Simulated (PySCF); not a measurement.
# r2SCAN/STO-6G run of SiSe (SMILES [Si][Se])

Aim: the vertical singlet–triplet gap of SiSe at r2SCAN/STO-6G, from 2 runs. Input form: a Python script.

The results are computed with PySCF 2.14.0.

15 further runs of the same task are left out: 7 that didn't finish, 8 set aside as unsound or not needed.

**1. The structure to begin with**

The species is SiSe (2 atoms), meant as a singlet with charge 0. As SMILES, `[Si][Se]`. The shape comes from GFN2-xTB, which is rough for such elements, and wasn't checked as a minimum.

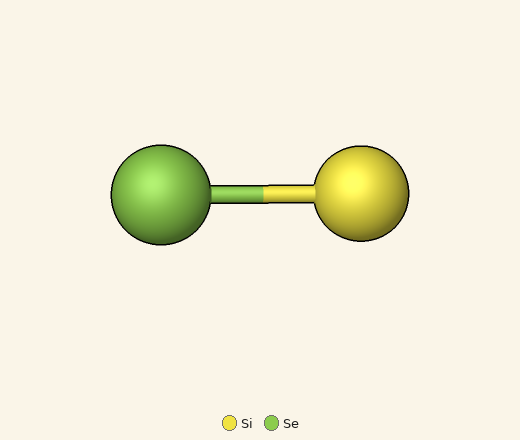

The structure, seen from a chosen angle (silicon yellow, selenium green).

**2. A single-point energy at r2SCAN/STO-6G**

run.py

```python
from pyscf import gto, dft

mol = gto.M(
    atom='''
Si       0.000000       0.000000       0.000000
Se       0.000000       0.000000       2.124530
''',
    spin=0,
    basis='sto-6g',
    max_memory=1860,
    verbose=4,
    charge=0,
)

myscf = dft.RKS(mol)
myscf.xc = 'r2scan'
myscf.conv_tol = 1e-10
myscf.grids.level = 5
myscf.kernel()
if not myscf.converged:
    myscf = myscf.newton().run(myscf.mo_coeff, myscf.mo_occ)

e_final = myscf.e_tot
print('E = %.10f Eh' % e_final)
```

Started as:

```console
OMP_NUM_THREADS=1 python run.py
```

Log:

```text
PySCF version 2.14.0

[INPUT] num. atoms = 2
[INPUT] num. electrons = 48
[INPUT] charge = 0
[INPUT] spin (= nelec alpha-beta = 2S) = 0
[INPUT] symmetry False subgroup None
[INPUT] Mole.unit = angstrom
[INPUT] Symbol           X                Y                Z      unit          X                Y                Z       unit  Magmom
[INPUT]  1 Si     0.000000000000   0.000000000000   0.000000000000 AA    0.000000000000   0.000000000000   0.000000000000 Bohr   0.0
[INPUT]  2 Se     0.000000000000   0.000000000000   2.124530000000 AA    0.000000000000   0.000000000000   4.014779843422 Bohr   0.0

nuclear repulsion = 118.561918352727
number of shells = 13
number of NR pGTOs = 162
number of NR cGTOs = 27
basis = sto-6g
ecp = {}

******** <class 'pyscf.dft.rks.RKS'> ********
method = RKS
initial guess = minao
damping factor = 0
level_shift factor = 0
DIIS = <class 'pyscf.scf.diis.CDIIS'>
diis_start_cycle = 1
diis_space = 8
diis_damp = 0
SCF conv_tol = 1e-10
SCF conv_tol_grad = None
SCF max_cycles = 50
direct_scf = True
direct_scf_tol = 1e-13
XC library pyscf.dft.libxc version 7.0.0
    S. Lehtola, C. Steigemann, M. J.T. Oliveira, and M. A.L. Marques.,  SoftwareX 7, 1–5 (2018)
XC functionals = r2scan
    J. W. Furness, A. D. Kaplan, J. Ning, J. P. Perdew, and J. Sun.,  J. Phys. Chem. Lett. 11, 8208-8215 (2020)
    J. W. Furness, A. D. Kaplan, J. Ning, J. P. Perdew, and J. Sun.,  J. Phys. Chem. Lett. 11, 9248-9248 (2020)
    J. W. Furness, A. D. Kaplan, J. Ning, J. P. Perdew, and J. Sun.,  J. Phys. Chem. Lett. 11, 8208-8215 (2020)
    J. W. Furness, A. D. Kaplan, J. Ning, J. P. Perdew, and J. Sun.,  J. Phys. Chem. Lett. 11, 9248-9248 (2020)
radial grids:
    Treutler-Ahlrichs [JCP 102, 346 (1995); DOI:10.1063/1.469408] (M4) radial grids

becke partition: Becke, JCP 88, 2547 (1988); DOI:10.1063/1.454033
pruning grids: <function nwchem_prune>
grids dens level: 5
symmetrized grids: False
atomic radii adjust function: <function treutler_atomic_radii_adjust>
small_rho_cutoff = 0
Set gradient conv threshold to 1e-05
Initial guess from minao.
tot grids = 88288
init E= -2674.97738159084
  HOMO = -0.38456880966412  LUMO = -0.15884321164885  gap/eV = 6.14231
cycle= 1 E= -2677.20972798938  delta_E= -2.23  |g|= 0.64  |ddm|= 2.14
  HOMO = -0.0423559250177126  LUMO = 0.148971429218955  gap/eV = 5.20628
cycle= 2 E= -2674.39928673019  delta_E= 2.81  |g|= 1.76  |ddm|= 5.22
  HOMO = -0.12451329983697  LUMO = 0.0508759157152194  gap/eV = 4.77258
cycle= 3 E= -2677.54413180032  delta_E= -3.14  |g|= 0.22  |ddm|= 4.48
  HOMO = -0.131676302893177  LUMO = 0.0401419747928176  gap/eV = 4.67541
cycle= 4 E= -2677.54102637846  delta_E= 0.00311  |g|= 0.232  |ddm|= 0.0461
  HOMO = -0.131670175665571  LUMO = 0.0389895009902824  gap/eV = 4.64389
cycle= 5 E= -2677.54433940273  delta_E= -0.00331  |g|= 0.219  |ddm|= 0.0292
  HOMO = -0.132619998003965  LUMO = 0.0282662686047331  gap/eV = 4.37794
cycle= 6 E= -2677.5694612482  delta_E= -0.0251  |g|= 0.0186  |ddm|= 0.391
  HOMO = -0.132932137602094  LUMO = 0.0274927218942548  gap/eV = 4.36538
cycle= 7 E= -2677.56961128479  delta_E= -0.00015  |g|= 0.0051  |ddm|= 0.026
  HOMO = -0.13274816676399  LUMO = 0.0273503831026496  gap/eV = 4.35650
cycle= 8 E= -2677.56962339587  delta_E= -1.21e-05  |g|= 0.0004  |ddm|= 0.0082
  HOMO = -0.132731791327742  LUMO = 0.0273448684400281  gap/eV = 4.35591
cycle= 9 E= -2677.56962347001  delta_E= -7.41e-08  |g|= 2.08e-05  |ddm|= 0.000656
  HOMO = -0.132730968948056  LUMO = 0.0273443868067033  gap/eV = 4.35587
cycle= 10 E= -2677.56962347021  delta_E= -2.02e-10  |g|= 3.88e-07  |ddm|= 3.55e-05
  HOMO = -0.132730956841699  LUMO = 0.027344365970994  gap/eV = 4.35587
cycle= 11 E= -2677.56962347021  delta_E= -4.09e-12  |g|= 8.43e-09  |ddm|= 6.86e-07
  HOMO = -0.132730955292098  LUMO = 0.0273443645873974  gap/eV = 4.35587
Extra cycle  E= -2677.56962347021  delta_E=    0  |g|= 3.53e-08  |ddm|= 7.6e-08
converged SCF energy = -2677.56962347021
E = -2677.5696234702 Eh
```

It took 4.5 s on 1 thread of Arm Neoverse V1, shared host; peak memory 0.21 GiB.

**3. The triplet, same level**

run.py

```python
from pyscf import gto, dft

mol = gto.M(
    atom='''
Si     0.000000     0.000000     0.000000
Se     0.000000     0.000000     4.014780
''',
    spin=2,
    basis='sto-6g',
    unit='bohr',
    max_memory=1860,
    verbose=3,
)

myscf = dft.UKS(mol)
myscf.xc = 'r2scan'
myscf.grids.level = 5
myscf.conv_tol = 1e-10
myscf.kernel()
if not myscf.converged:
    myscf = myscf.newton().run(myscf.mo_coeff, myscf.mo_occ)

energy = myscf.e_tot
print(f'total energy: {energy:.8f} hartree')
```

Started as:

```console
OMP_NUM_THREADS=1 python run.py
```

Log:

```text
WARN: HOMO -0.158843209887153 >= LUMO -0.384568813927802

WARN: HOMO 0.12932422994651 >= LUMO -0.0286902795615642

WARN: HOMO 0.00478755066529515 >= LUMO -0.0777594457140456

WARN: HOMO 0.00108985347855167 >= LUMO -0.0946716217463602

WARN: HOMO 0.000968170541376212 >= LUMO -0.0947956262402439

WARN: HOMO 0.000179737900250526 >= LUMO -0.100936409599128

WARN: HOMO 0.0046866875076893 >= LUMO -0.104232957455899

WARN: HOMO 0.00809674331337285 >= LUMO -0.106341027243228

WARN: HOMO 0.00883310399271697 >= LUMO -0.106998531051242

WARN: HOMO 0.0091351067679753 >= LUMO -0.107168286714237

WARN: HOMO 0.00912828113376235 >= LUMO -0.107154275743791

WARN: HOMO 0.00912793909844545 >= LUMO -0.10715464327099

WARN: HOMO 0.00912791634368781 >= LUMO -0.10715463382327

WARN: HOMO 0.00912791759166387 >= LUMO -0.107154633858102

WARN: HOMO 0.00912791970794552 >= LUMO -0.107154634231942

converged SCF energy = -2677.43677291982  <S^2> = 2.0015459  2S+1 = 3.0010304
total energy: -2677.43677292 hartree
```

It took 8.1 s on 1 thread of Arm Neoverse V1, shared host; peak memory 0.21 GiB.

**4. Outcome**

At r2SCAN/STO-6G:

| quantity | value |
| --- | --- |
| singlet: total energy | -2677.56962 Eh |
| singlet: dipole moment | 2.63 D |
| singlet: HOMO energy | -3.61 eV |
| singlet: LUMO energy | 0.74 eV |
| singlet: HOMO–LUMO gap | 4.36 eV |
| triplet: total energy | -2677.43677 Eh |
| triplet: dipole moment | 0.77 D |
| triplet: HOMO energy (highest over α and β) | 0.25 eV |
| triplet: ⟨S²⟩ | 2.002 |
| vertical energy of the triplet above the singlet | 3.615 eV |

What this shows: At this shape the triplet lies 3.62 eV (83 kcal/mol) above the singlet. In a minimal basis such a difference can be off by several eV, whatever the method.
